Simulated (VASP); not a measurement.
Band structure of SiMo (relaxed from the CoSn structure, space group P6/mmm). Method: PBEsol GGA, VASP's PBE PAW potentials (set 64) (plane waves; VASP).

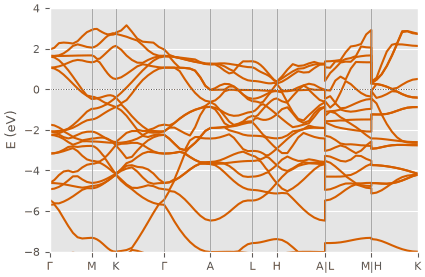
Figure. Bands along high-symmetry lines, zero at the valence-band maximum or, without a gap, the Fermi level

Question: Read the plot: is there a gap, and where are the band edges?

Answer: It has no gap at this level: it comes out as a metal or semimetal. (Edges off the drawn lines would not show.)

The structure was generated: SiMo was put into the CoSn type (P6/mmm), which need not be its known phase. It was relaxed first, which changed the volume by -12 %.
